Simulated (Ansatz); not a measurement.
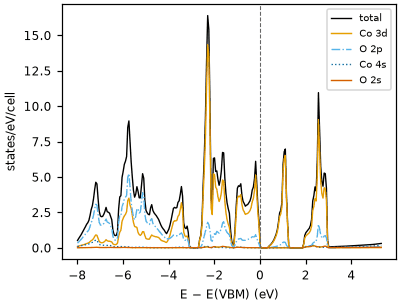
*Total and projected density of states of CoO (NiAs type, P6_3/mmc), plane-wave PAW r²SCAN (Ansatz code)*

Which orbitals carry the states next to the gap?

Top 1 eV of the valence band: Co 3d 82 %, O 2p 17 %. Bottom 1 eV of the conduction band: Co 3d 92 %, O 2p 7 %. Projections are on Löwdin-orthogonalised atomic valence shells; empty p or d shells of many metals are not among them.

Where is the tallest occupied peak in this window, and what makes it?

Near -2.3 eV, about 16 states/eV per cell; the largest projected share is Co 3d.

The start of the workflow was typed in or built on a structure type; neither database checked (COD, Materials Project) lists it. It is not the phase usual at ambient conditions (space group No. 225). The cell was relaxed with r²SCAN under the symmetry of its start, as lowered by the spin order; its stability against distortions is not shown here. The final state is antiferromagnetic, chosen from 5 collinear starts compared on coarse meshes (ties went to the first, and starts can fall back to one state), not a proven ground state. Other orbital occupations within this spin state were not tried. No Hubbard U is applied.

Potentials: the earlier of the program's two PAW sets.
